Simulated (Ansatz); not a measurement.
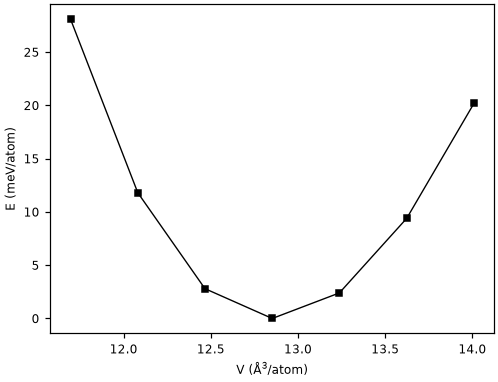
Figure: KMgF₃ (cubic perovskite, Pm-3m) under volume change, plane-wave PAW HSE06 (Ansatz code), scaled uniformly.

Problem. What does a third-order Birch–Murnaghan fit give for V₀, B₀ and B′?

Solution. V₀ = 12.85 Å³/atom, B₀ = 73.0 GPa, B′ = 4.5.

The cell was relaxed with HSE06 under the symmetry of its start.

Potentials: the later of the program's two PAW sets.
